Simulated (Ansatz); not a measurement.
## Electronic structure of CH2Si (SMILES C#[SiH]) in real space

Input

```
crystal:
  periodic: [false, false, false]
  atoms:
    - {symbol: C, position_ang: [0.444192, -0.374015, 0.897014]}
    - {symbol: Si, position_ang: [0.569160, 0.618535, -0.404802]}
    - {symbol: H, position_ang: [-0.424551, 0.737357, -1.505008]}
    - {symbol: H, position_ang: [0.784700, -0.807627, 1.835726]}
basis:
  gaussian: {orbitals: def2-TZVPD}
hamiltonian: {xc: pbe0}
output: {forces: true, orbitals: {seedname: orbitals}}
```

Run with:

```sh
ansatz run input.yaml --threads 1 --pin off --max-ram 2610MiB --events-out events.jsonl --progress --plain --runs-dir runs
```

Geometry: PBE0-D3(BJ)/def2-SVP.

Level of theory: isolated molecule in a Gaussian basis; Kohn-Sham density functional theory, functional PBE0 in Ansatz 0.2.0.

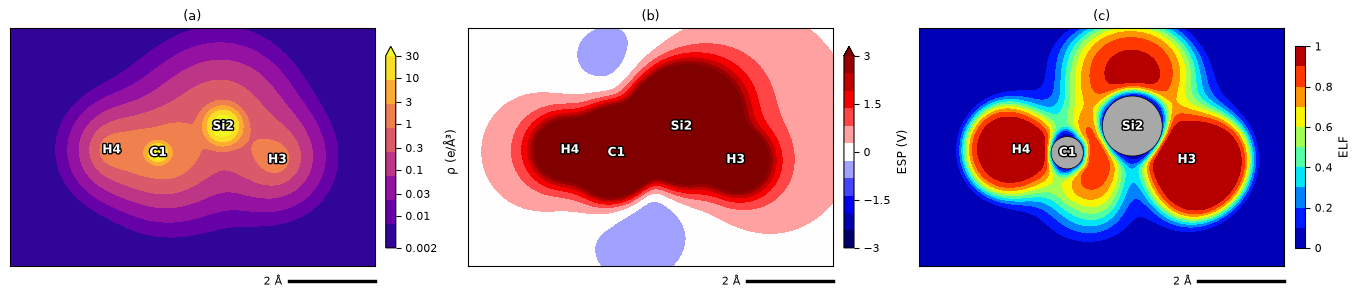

Figure 1. (a) electron density; (b) molecular electrostatic potential; (c) ELF on the molecular plane. Grey discs cover the atomic cores in the ELF map.

> Interpret the plot.

- The section cuts through C, Si and H sites.
- C–Si (1.64 Å): ρ is about 1.2 e/Å³ halfway; the ELF peaks at about 0.85 between the atoms: localised, covalent bonding.
- C–H (1.09 Å): the density is about 2 e/Å³ at the midpoint; the ELF climbs to about 1 towards the hydrogen, as it does in any bond to H; a covalent bond by its length.
- Si–H (1.49 Å): the density is about 0.78 e/Å³ at the midpoint; the ELF climbs to about 1 towards the hydrogen.
- The ELF also peaks beside Si2, away from the bonds: lone-pair regions.
- Outside the dense part of the molecule the potential is most negative (−0.6 V) near C1.

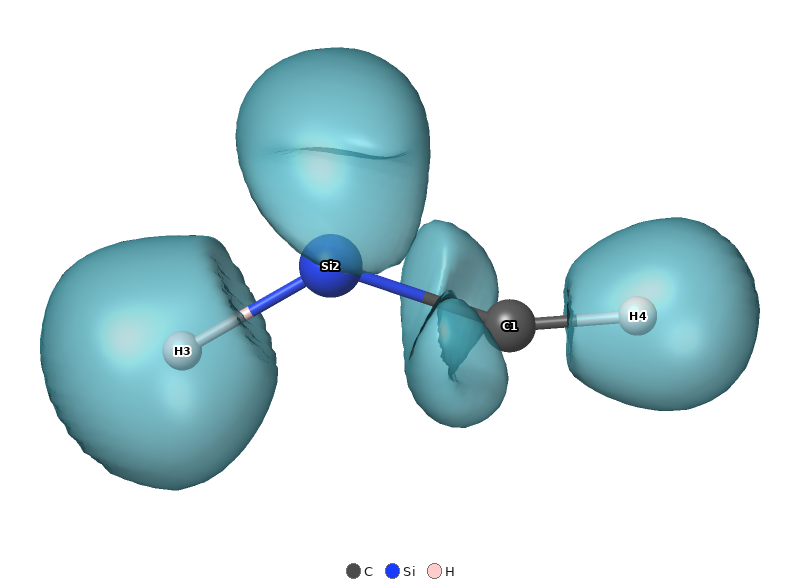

Figure 2. Isosurface of the electron localisation function at 0.85 (cyan), seen at a tilt. Only the valence region is drawn (cores and ρ < 0.01 e/Å³ removed).

> Identify the bonds, lone pairs and shells in this picture.

At this value the surface marks out one region between bonded C–Si atoms (shared pairs), two regions around hydrogen nuclei and one lobe on Si, pointing away from the bonds (lone pairs).

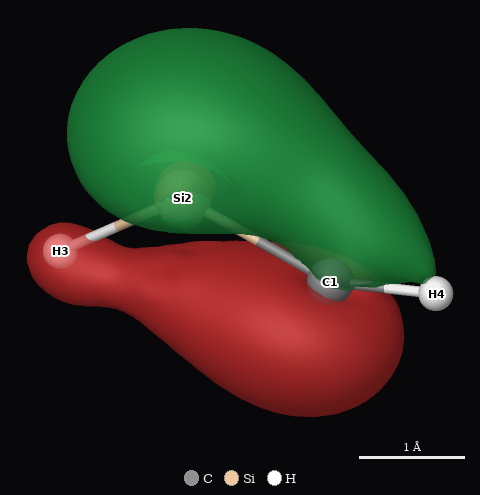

Figure 3. The HOMO−1 at ±0.15 Å⁻³ᐟ² (green and red are the two phases), seen at a tilt.

> Where does this orbital lie, and at what energy?

Its weight (Hirshfeld) is mainly on Si2 (about 55 %) and C1 (about 40 %); it is symmetric in the molecular plane (an in-plane orbital: σ, lone-pair or in-plane π type). Its energy is −7.35 eV.
